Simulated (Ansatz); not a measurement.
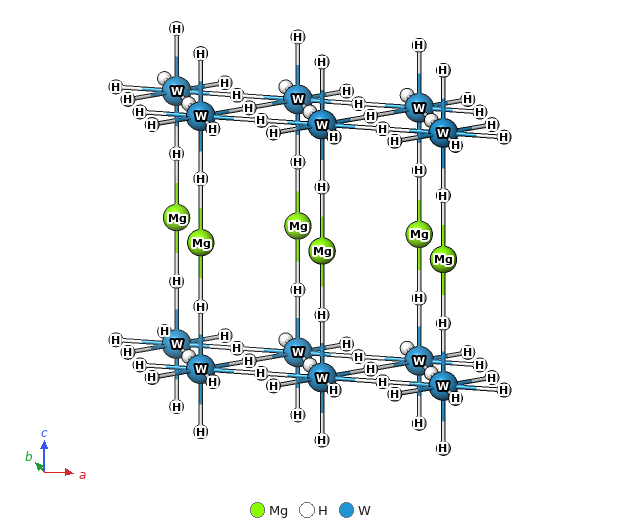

System MgH5W (space group P6/mmm, No. 191); source of the atomic positions: coordinates from a relaxation with DFT PBE, scalar-relativistic, plane waves, PAW (Ansatz 0.2.0); the starting structure was generated, so it need not be a known form of this composition.

Bonds are taken as H–Mg below 2.1 Å and H–W below 2 Å; no other contact counts. Atoms with one bond or none are removed and atoms with two bonds are replaced by edges, until no such atom is left.

What kind of net remains, and which atoms are its nodes?

A uninodal 8-connected, three-periodic net: W is an 8-connected node. Mg and H become part of the edges.

Name the underlying net.

It is the hex net, known from the primitive hexagonal lattice.

Is the net interpenetrated?

It is a single net, without interpenetration.

Give the point symbol of each node (shortest cycle at each angle).

W: 3⁶·4¹⁸·5³·6.

The simplified net, drawn on the atoms' positions. Nodes are coloured by element. Edges to nodes outside the piece are drawn as stubs.

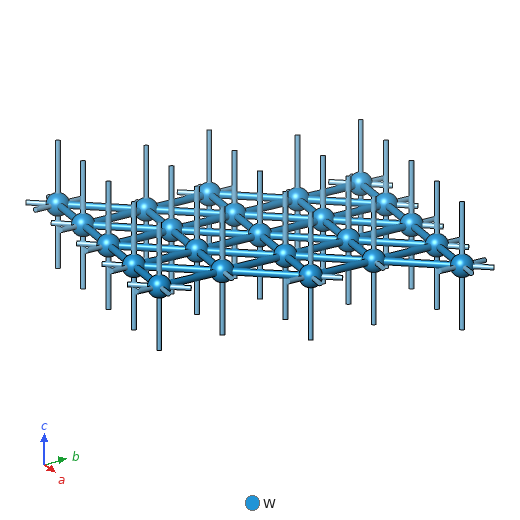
